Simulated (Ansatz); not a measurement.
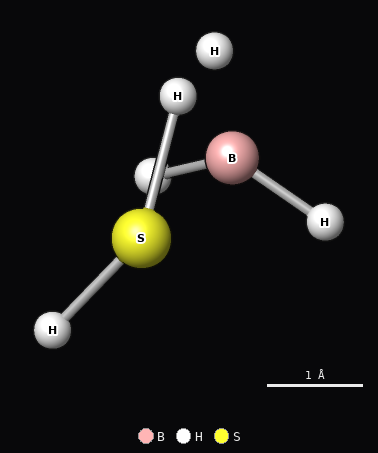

Fig. 1: The structure as given in the input (ball-and-stick view, seen at a tilt). Bond lengths as drawn: B–H 1.19 Å and H–S 1.40 to 1.55 Å.

# Geometry relaxation of BH₅S

BH₅S, computed with RKS BLYP/def2-SVP (Ansatz 0.2.0).

The input holds or restrains some coordinates. Forces given for the steps count only the free coordinates. It belongs to a series of runs on one base structure; here: pulled along the bonds that form and break, towards end B.

What the program printed
```
The last accepted step is kept in [file] (removed where the run ends without a failure and the disk answers)
Engine: ansatz 0.2.0, aarch64-unknown-linux-gnu
Functional definition: BLYP
  parameter beta = 0.0042
  parameter a = 0.04918
  parameter b = 0.132
  parameter c = 0.2533
  parameter d = 0.349
  exchange = b88_x(beta = beta)
  correlation = lyp_c(a = a, b = b, c = c, d = d)
649 factors; their error is unknown
mean field evaluation 1: about -11582.3631 eV, gradient 2.4e1 eV
mean field evaluation 2: about -11579.6278 eV, gradient 3.4e1 eV
mean field evaluation 4: about -11584.6606 eV, gradient 2.7e0 eV
mean field evaluation 8: about -11584.6859 eV, gradient 3.1e-2 eV
mean field evaluation 16: about -11584.6576 eV, gradient 3.9e-5 eV
mean field -11584.65764369 eV, -425.7283160427 hartree, gradient 3.9e-5 eV, S^2 0.000000; 0 other end points of the search recorded, 0 dependent functions left out
the calculation of the forces begins
reference -11584.65791694 eV, -425.7283260844 hartree; 13, 13 occupied and 44, 44 virtual orbitals, 649 factors
relax step   1: F+E_penalty+E_count = -11584.65764369 eV  Δ(F+E_penalty+E_count) = +0.000e0 eV  max|allowed force component| = 2.840e0 eV/Å  E_restraint = 29.50776822 eV  max|allowed force component, restraints' pulls added| = 3.089e1 eV/Å  Δτ_max = 0.0000 Å  (24 SCF iters, accepted)
  distance B 0 - S 4 = 2.1901 Å
  distance H 6 - H 1 = 0.8841 Å
  distance B 0 - H 1 = 1.5400 Å
  distance H 6 - S 4 = 1.5491 Å
these checks for a lower state are left out or cut short: starts, cluster_reference, orbital_swaps, neighbouring_geometries, increment
649 factors; their error is unknown
mean field -11585.12636769 eV, -425.7455413320 hartree, gradient 1.9e-5 eV, S^2 0.000000; 0 other end points of the search recorded, 0 dependent functions left out
[... from here on the field's lines of each further geometry are left out, up to the last ...]
relax step   2: F+E_penalty+E_count = -11585.12636769 eV  Δ(F+E_penalty+E_count) = -4.687e-1 eV  max|allowed force component| = 4.139e0 eV/Å  E_restraint = 13.26337972 eV  max|allowed force component, restraints' pulls added| = 1.756e1 eV/Å  Δτ_max = 0.1949 Å  (34 SCF iters, accepted)
relax step   3: F+E_penalty+E_count = -11585.94148828 eV  Δ(F+E_penalty+E_count) = -8.151e-1 eV  max|allowed force component| = 4.326e0 eV/Å  E_restraint = 3.92218031 eV  max|allowed force component, restraints' pulls added| = 9.698e0 eV/Å  Δτ_max = 0.1950 Å  (30 SCF iters, accepted)
relax step   4: F+E_penalty+E_count = -11586.93834948 eV  Δ(F+E_penalty+E_count) = -9.969e-1 eV  max|allowed force component| = 3.263e0 eV/Å  E_restraint = 0.26194957 eV  max|allowed force component, restraints' pulls added| = 3.163e0 eV/Å  Δτ_max = 0.1947 Å  (30 SCF iters, accepted)
relax step   5: F+E_penalty+E_count = -11587.39979883 eV  Δ(F+E_penalty+E_count) = -4.614e-1 eV  max|allowed force component| = 2.004e0 eV/Å  E_restraint = 0.10127891 eV  max|allowed force component, restraints' pulls added| = 7.477e-1 eV/Å  Δτ_max = 0.1944 Å  (31 SCF iters, accepted)
relax step   6: F+E_penalty+E_count = -11587.46710599 eV  Δ(F+E_penalty+E_count) = -6.731e-2 eV  max|allowed force component| = 1.841e0 eV/Å  E_restraint = 0.08704474 eV  max|allowed force component, restraints' pulls added| = 5.709e-1 eV/Å  Δτ_max = 0.1997 Å  (27 SCF iters, accepted)
relax step   7: F+E_penalty+E_count = -11587.50755887 eV  Δ(F+E_penalty+E_count) = -4.045e-2 eV  max|allowed force component| = 9.014e-1 eV/Å  E_restraint = 0.13398787 eV  max|allowed force component, restraints' pulls added| = 1.724e0 eV/Å  Δτ_max = 0.1928 Å  (27 SCF iters, rejected (line search))
relax step   8: F+E_penalty+E_count = -11587.49211733 eV  Δ(F+E_penalty+E_count) = -2.501e-2 eV  max|allowed force component| = 1.908e0 eV/Å  E_restraint = 0.08087572 eV  max|allowed force component, restraints' pulls added| = 2.812e-1 eV/Å  Δτ_max = 0.0964 Å  (25 SCF iters, accepted)
relax step   9: F+E_penalty+E_count = -11587.47048314 eV  Δ(F+E_penalty+E_count) = +2.163e-2 eV  max|allowed force component| = 1.750e0 eV/Å  E_restraint = 0.08708302 eV  max|allowed force component, restraints' pulls added| = 6.411e-1 eV/Å  Δτ_max = 0.0998 Å  (26 SCF iters, rejected (line search))
relax step  10: F+E_penalty+E_count = -11587.50623329 eV  Δ(F+E_penalty+E_count) = -1.412e-2 eV  max|allowed force component| = 1.722e0 eV/Å  E_restraint = 0.08507084 eV  max|allowed force component, restraints' pulls added| = 2.832e-1 eV/Å  Δτ_max = 0.0492 Å  (25 SCF iters, accepted)
the calculation of the forces begins
reference -11587.50657926 eV, -425.8330124938 hartree; 13, 13 occupied and 44, 44 virtual orbitals, 649 factors
relax step  11: F+E_penalty+E_count = -11587.50630680 eV  Δ(F+E_penalty+E_count) = -7.351e-5 eV  max|allowed force component| = 1.821e0 eV/Å  E_restraint = 0.08184227 eV  max|allowed force component, restraints' pulls added| = 9.036e-2 eV/Å  Δτ_max = 0.0498 Å  (25 SCF iters, accepted)
  distance B 0 - S 4 = 1.8542 Å
  distance H 6 - H 1 = 0.7229 Å
  distance B 0 - H 1 = 2.3965 Å
  distance H 6 - S 4 = 2.6132 Å
649 factors; their error is unknown
mean field evaluation 96: about -11587.4486 eV, gradient 5.4e0 eV
```

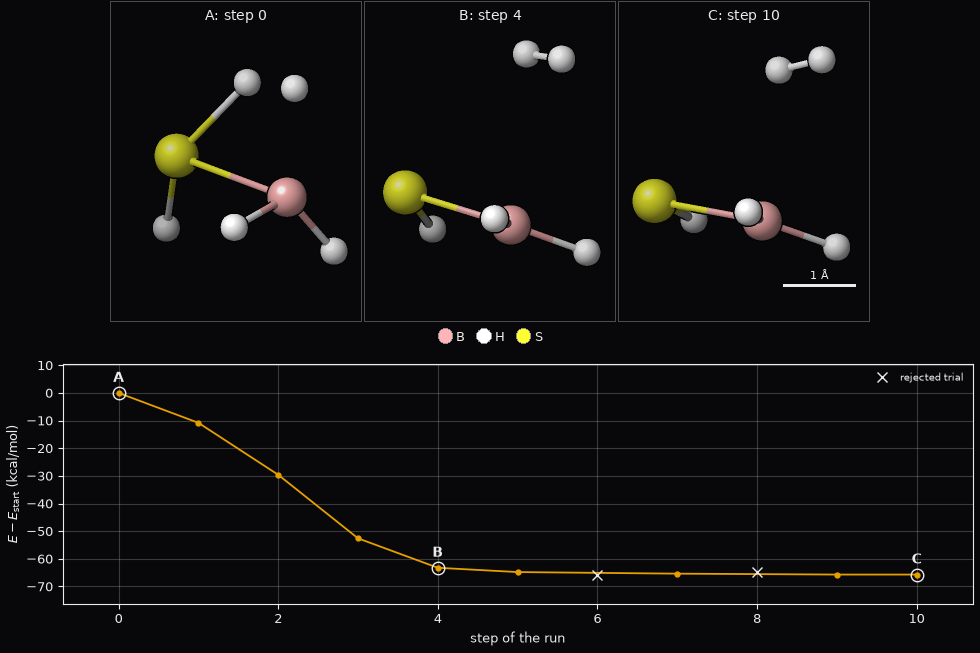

Fig. 2: Frames of the restrained relaxation (ball-and-stick view, seen at a tilt) above the curves, on which the letters mark them (the first geometry is step 0 here and step 1 in the log).

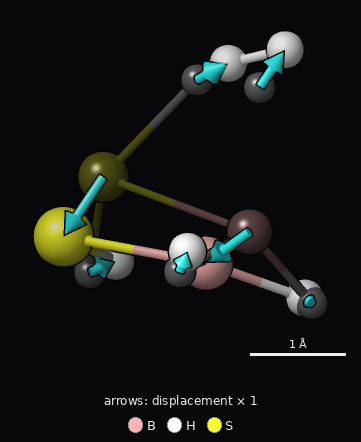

Fig. 3: Start (faint) and end (solid) with the displacements as teal arrows, at true length (ball-and-stick view, seen at a tilt). The two geometries are laid on each other by the best rigid fit. The energy falls by 65.7 kcal/mol in 10 geometry steps. The largest force component goes from 2.8 to 1.8 eV/Å. The line search rejected the trial steps at points 6, 8 (counted from 0) and went back. The largest move after the best rigid fit is that of S5, 0.77 Å. Largest moves by element: S 0.77 Å, B 0.62 Å, H 0.48 Å. Among the contacts that change: S5–H7 1.549 → 2.613 Å, B1–S5 2.190 → 1.854 Å, H2–H7 0.884 → 0.723 Å, S5–H6 1.400 → 1.362 Å. Bonds break: S5–H7 (1.55 → 2.61 Å). Among the angles that change: H4–B1–S5 101.2° → 121.0°, H3–B1–S5 97.0° → 114.3°, B1–S5–H6 109.5° → 98.8°. (Atoms are counted from 1 in the order of the input.)

```
mean field -11587.50630680 eV, -425.8330024811 hartree, gradient 2.4e-5 eV, S^2 0.000000; 1 other end points of the search recorded, 0 dependent functions left out
the calculation of the forces begins
reference -11587.50657926 eV, -425.8330124938 hartree; 13, 13 occupied and 44, 44 virtual orbitals, 649 factors
Total energy: -11587.50657926 eV, -425.8330124938 hartree
Atom 0 at     0.070895    -0.520958    -0.314485 Å, force     0.216517    -1.090665    -0.019277 eV/Å
Atom 1 at    -0.097766     0.213006     1.960569 Å, force    -0.286384     1.821012     0.513153 eV/Å
Atom 2 at     1.076283     0.142764    -0.390329 Å, force    -0.038544     0.035940    -0.002736 eV/Å
Atom 3 at    -1.041796    -0.103538    -0.519308 Å, force     0.010752     0.021354     0.015131 eV/Å
Atom 4 at     0.369995    -2.323252     0.002121 Å, force    -0.028134     0.712911    -0.431468 eV/Å
Atom 5 at    -0.921449    -2.755343    -0.023970 Å, force    -0.085217    -0.003539     0.001915 eV/Å
Atom 6 at     0.007838    -0.489879     1.828701 Å, force     0.211009    -1.497014    -0.076718 eV/Å
Dipole moment:    -0.177629    -0.043702     0.061748 e Å
```

Trajectory as extended XYZ (Å, eV, eV/Å), 11 frames, from step=1 to step=11
```
7
Properties=species:S:1:pos:R:3:forces:R:3 step=1 energy=-11584.65764
B     0.0000    0.0000    0.0000    0.5568  -2.7818   0.8843
H     0.0000    0.0000    1.5400    0.1637   2.8398  -0.9754
H     1.0305    0.0000   -0.5950    0.5764   0.9971   0.3179
H    -1.0305    0.0000   -0.5950   -0.8227   0.8291   0.6426
S     0.0915   -2.0763    0.6906    0.9673  -2.1512  -1.7288
H    -0.6660   -2.8867   -0.1635   -0.1933   0.4908   0.7405
H     0.0385   -0.8742    1.6662   -1.2482  -0.2238   0.1190
7
Properties=species:S:1:pos:R:3:forces:R:3 step=2 energy=-11585.12637
B     0.0073   -0.1146   -0.1157   -0.2447  -4.1386   0.3058
H     0.0023    0.0267    1.7104    0.1428   3.0499  -0.0955
H     1.0505    0.0110   -0.6052    1.1854   1.2900   0.2296
H    -1.0501    0.0088   -0.5991   -1.0082   1.0740   0.3976
S     0.1228   -2.1454    0.5450    1.1128   0.2206  -0.0138
H    -0.6865   -2.9022   -0.1775   -0.8796  -0.3114  -0.7977
H     0.0178   -0.7214    1.7854   -0.3084  -1.1845  -0.0260
7
Properties=species:S:1:pos:R:3:forces:R:3 step=3 energy=-11585.94149
B     0.0048   -0.2703   -0.2329   -0.2603  -4.0817  -0.1453
H     0.0025    0.0837    1.8485    0.0474   4.3256   0.1349
H     1.0701    0.0319   -0.6011    0.8276   1.0919   0.4146
H    -1.0672    0.0269   -0.5958   -0.7417   0.7551   0.0495
S     0.1528   -2.1978    0.4139    2.2664   1.9383   0.3824
H    -0.7069   -2.9137   -0.2041   -2.1194  -0.9353  -1.3753
H     0.0078   -0.5979    1.9148   -0.0198  -3.0938   0.5390
7
Properties=species:S:1:pos:R:3:forces:R:3 step=4 energy=-11586.93835
B     0.0021   -0.4381   -0.3316    0.1484  -1.8097  -0.2279
H     0.0029    0.1722    1.9407    0.0292   3.2633  -0.1237
H     1.0837    0.0593   -0.5738   -0.2566   0.3187   0.4843
H    -1.0812    0.0363   -0.5943    0.1116  -0.0616  -0.0048
S     0.2260   -2.2297    0.2796    1.4612   1.2048  -0.4104
H    -0.7668   -2.9240   -0.2307   -1.4436  -0.2880  -0.3809
H    -0.0027   -0.5131    2.0534   -0.0502  -2.6274   0.6635
7
Properties=species:S:1:pos:R:3:forces:R:3 step=5 energy=-11587.39980
B     0.0290   -0.5081   -0.3685    0.2540  -1.3241   0.1615
H     0.0033    0.2034    1.9433    0.0456   2.0038   0.0045
H     1.0394    0.1134   -0.4857    0.2951   0.3165   0.1475
H    -1.0450   -0.0288   -0.6027   -0.2351  -0.1456  -0.0736
S     0.3534   -2.2645    0.1369   -0.7641   0.2962  -1.0057
H    -0.8860   -2.8483   -0.1425    0.5146   0.4066   0.3131
H    -0.0302   -0.5043    2.0624   -0.1102  -1.5534   0.4526
7
Properties=species:S:1:pos:R:3:forces:R:3 step=6 energy=-11587.46711
B     0.0529   -0.5178   -0.3777    0.1163  -1.0262   0.3486
H    -0.0129    0.1867    1.9211   -0.1090   1.8407   0.2942
H     1.0211    0.1949   -0.3044    0.1367  -0.0726  -0.2254
H    -1.0372   -0.0854   -0.6541   -0.0873  -0.0824   0.0006
S     0.3546   -2.3068    0.0123    0.0960   0.7674  -0.4609
H    -0.9231   -2.7734    0.0317   -0.1512   0.0441  -0.1448
H     0.0085   -0.5354    1.9143   -0.0015  -1.4709   0.1877
7
Properties=species:S:1:pos:R:3:forces:R:3 step=7 energy=-11587.50756 accepted=F
B     0.0390   -0.5425   -0.2649    0.4294  -0.9014  -0.1894
H    -0.0393    0.2892    1.9773   -0.1470   0.8382   0.3417
H     1.0444    0.1406   -0.3131   -0.1953  -0.1128   0.0303
H    -1.0608   -0.1214   -0.5444    0.0571  -0.0679   0.0892
S     0.3555   -2.3484    0.0440   -0.6460   0.5939  -0.5344
H    -0.9348   -2.8246   -0.1538    0.4707   0.2131   0.1620
H     0.0600   -0.4301    1.7982    0.0312  -0.5631   0.1006
7
Properties=species:S:1:pos:R:3:forces:R:3 step=8 energy=-11587.49212
B     0.0537   -0.5293   -0.3432    0.1737  -1.0813   0.1937
H    -0.0297    0.2152    1.9379   -0.1485   1.9080   0.3268
H     1.0351    0.1612   -0.3578    0.1392   0.0787  -0.0676
H    -1.0497   -0.1095   -0.5889   -0.0322  -0.0645  -0.0175
S     0.3642   -2.3144    0.0515   -0.1533   0.7291  -0.5893
H    -0.9210   -2.7561   -0.0631   -0.0298  -0.0336   0.0252
H     0.0114   -0.5042    1.9069    0.0508  -1.5364   0.1287
7
Properties=species:S:1:pos:R:3:forces:R:3 step=9 energy=-11587.47048 accepted=F
B     0.0742   -0.5055   -0.2944    0.1468  -1.0949  -0.6812
H    -0.0851    0.1789    1.9968   -0.2618   1.7501   0.4541
H     1.0612    0.1865   -0.4293   -0.0772  -0.0907   0.2322
H    -1.0296   -0.1297   -0.6343    0.0822   0.0413   0.3713
S     0.3692   -2.3174   -0.0050   -0.1397   0.7798  -0.2347
H    -0.9383   -2.7196    0.0282    0.0742   0.0202  -0.0647
H     0.0123   -0.5304    1.8813    0.1755  -1.4059  -0.0771
7
Properties=species:S:1:pos:R:3:forces:R:3 step=10 energy=-11587.50623
B     0.0646   -0.5270   -0.3171    0.1601  -1.0526  -0.0205
H    -0.0569    0.2201    1.9572   -0.2040   1.7220   0.4298
H     1.0508    0.1648   -0.3671    0.0251  -0.0085  -0.0054
H    -1.0458   -0.1212   -0.5657    0.0262  -0.0153   0.0535
S     0.3652   -2.3258    0.0274   -0.1288   0.7361  -0.4749
H    -0.9295   -2.7531   -0.0501    0.0105   0.0007   0.0121
H     0.0157   -0.4951    1.8588    0.1109  -1.3824   0.0055
7
Properties=species:S:1:pos:R:3:forces:R:3 step=11 energy=-11587.50631
B     0.0709   -0.5210   -0.3145    0.2165  -1.0907  -0.0193
H    -0.0978    0.2130    1.9606   -0.2864   1.8210   0.5132
H     1.0763    0.1428   -0.3903   -0.0385   0.0359  -0.0027
H    -1.0418   -0.1035   -0.5193    0.0108   0.0214   0.0151
S     0.3700   -2.3233    0.0021   -0.0281   0.7129  -0.4315
H    -0.9214   -2.7553   -0.0240   -0.0852  -0.0035   0.0019
H     0.0078   -0.4899    1.8287    0.2110  -1.4970  -0.0767
```

This output came from the following input.

Input
```yaml
crystal:
  periodic: [false, false, false]
  atoms:
    - { symbol: B, position_ang: [0.0, 0.0, 0.0] }
    - { symbol: H, position_ang: [0.0, 0.0, 1.54] }
    - { symbol: H, position_ang: [1.0305, 0.0, -0.595] }
    - { symbol: H, position_ang: [-1.0305, 0.0, -0.595] }
    - { symbol: S, position_ang: [0.0915, -2.0763, 0.6906] }
    - { symbol: H, position_ang: [-0.666, -2.8867, -0.1635] }
    - { symbol: H, position_ang: [0.0385, -0.8742, 1.6662] }
basis:
  gaussian: { orbitals: def2-SVP }
hamiltonian:
  xc: blyp
relax:
  f_tol: 0.15
  max_steps: 25
  restrain:
    - { distance: [0, 4], at: 1.89, k: 30.0 }
    - { distance: [6, 1], at: 0.66, k: 30.0 }
    - { distance: [0, 1], at: 2.39, k: 30.0 }
    - { distance: [6, 4], at: 2.6, k: 30.0 }
```

Launch command:
```bash
ansatz run input.yaml --threads 1 --pin off --max-ram 2048MiB --backend cpu --events-out ev --progress --plain --runs-dir out
```

Summary

```tsv
quantity	value
outcome	converged under the restraints of the input
total energy	−11587.5066 eV
mean-field energy	−11587.5066 eV
largest force (length of the vector) at the end, held atoms and coordinates included	1.913 eV/Å
hardware	1 thread of Arm Neoverse V2, 24 GiB of memory available, shared host
wall time	11 s
peak memory	0.1 GiB
```
